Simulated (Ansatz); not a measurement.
Take GaP in the zinc blende structure (space group F-43m, No. 216; a = 5.4513 Å) as the base. Axes: x, y, z lie along the cube axes.

The change: the cell is stretched by 2.00 % along z with no lateral relaxation; the atoms relax in the strained cell.

All numbers come from Ansatz (a first-principles code), r2SCAN, PAW, cutoff 500 eV, scalar-relativistic without spin-orbit coupling.

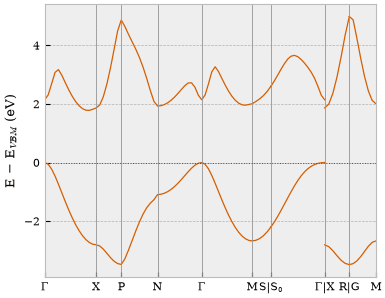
Figure: Highest valence and lowest conduction band along the path of the changed cell's own zone

The gap is 1.78 eV, indirect, Γ → Γ–X (87 % along); the base has 1.85 eV.

Whether these cells are dynamically stable was not tested. k-point labels follow each cell's own Brillouin zone.
